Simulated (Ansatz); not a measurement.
# C₂H₇N (SMILES [CH2]C[NH3+]) (charge +1, doublet): what the fields show

```yaml
atoms:
  - { symbol: C, position_ang: [1.4929, -0.6149, -0.4225] }
  - { symbol: C, position_ang: [1.0766, 0.7116, 0.0823] }
  - { symbol: N, position_ang: [-0.4402, 0.7703, 0.3186] }
  - { symbol: H, position_ang: [1.9539, -0.7160, -1.4074] }
  - { symbol: H, position_ang: [1.4298, -1.4983, 0.2205] }
  - { symbol: H, position_ang: [1.3011, 1.5296, -0.6160] }
  - { symbol: H, position_ang: [1.5233, 0.9542, 1.0620] }
  - { symbol: H, position_ang: [-0.7387, 1.6848, 0.6883] }
  - { symbol: H, position_ang: [-0.9592, 0.5996, -0.5548] }
  - { symbol: H, position_ang: [-0.7419, 0.0509, 0.9912] }
```

Geometry: r2SCAN-D4/def2-SVP.

Computed with isolated molecule in a Gaussian basis; Kohn-Sham density functional theory, functional PBE0 (Ansatz 0.2.0).

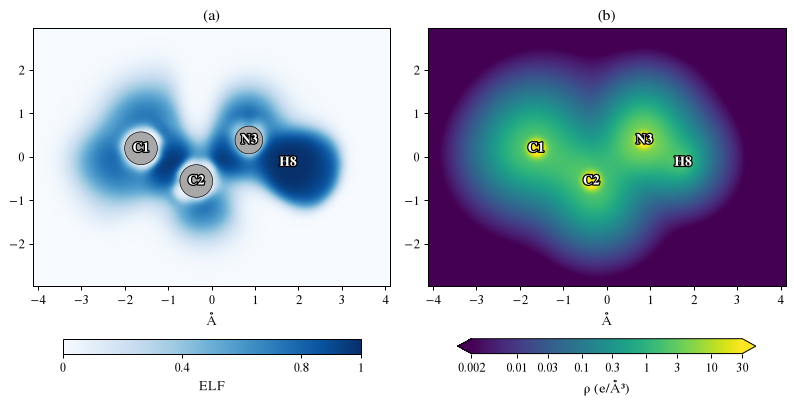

Figure 1. (a) ELF; (b) total electron density on the plane of atoms C2, N3 and H8. Grey discs cover the atomic cores in the ELF map.

Q: Describe what can be read from this map.

A: Atoms in the plane: C, N and H.
C–C (1.48 Å): ρ is about 1.8 e/Å³ halfway; the ELF peaks at about 0.95 between the atoms, as expected for a covalent bond.
C–N (1.54 Å): the density is about 1.6 e/Å³ at the midpoint; the ELF peaks at about 0.95 between the atoms (a covalent bond).
N–H (1.03 Å): ρ at the midpoint is about 2.9 e/Å³; the ELF climbs to about 1 towards the hydrogen, as it does in any bond to H (a covalent bond by its length).

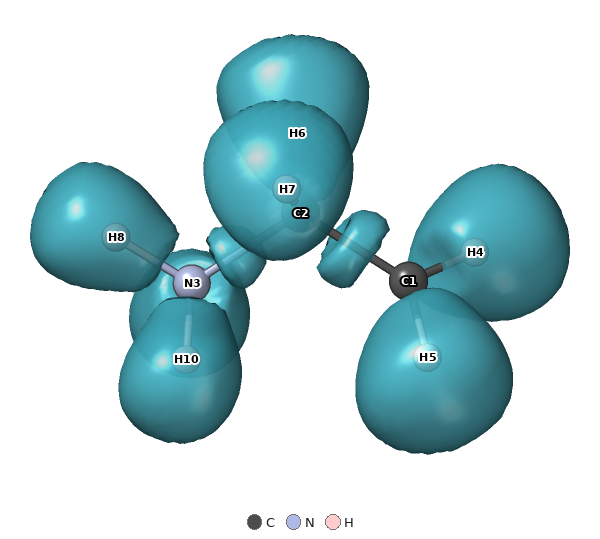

Figure 2. Isosurface of the electron localisation function at 0.8 (cyan), seen across its widest extent. Core shells and regions of very low density are left out.

Q: Describe the localisation domains.

A: The ELF exceeds this value in one region between bonded C–C atoms (shared pairs), one region between bonded C–N atoms (shared pairs) and seven regions around hydrogen nuclei.

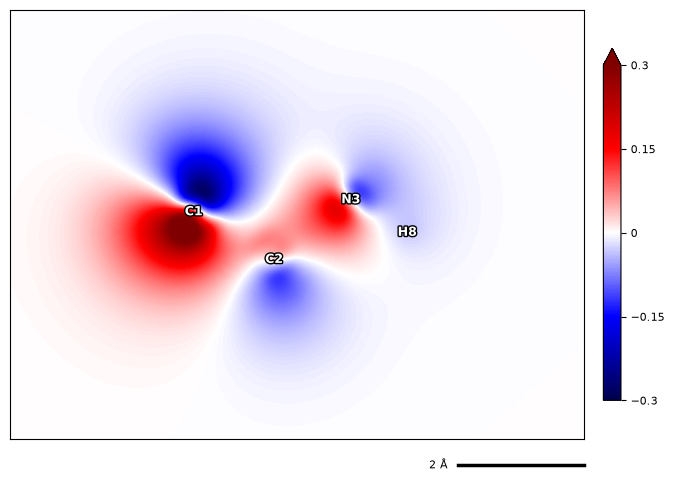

Figure 3. The HOMO−1 (α) on the plane of atoms C2, N3 and H8 (values in Å⁻³ᐟ²; the overall sign is arbitrary).

Q: What is the character of this orbital?

A: It lies mainly on C1 (about 30 %), C2 (about 20 %), H5 (about 15 %), H4 (about 15 %) and H6 (about 10 %). Its energy is −15.81 eV.
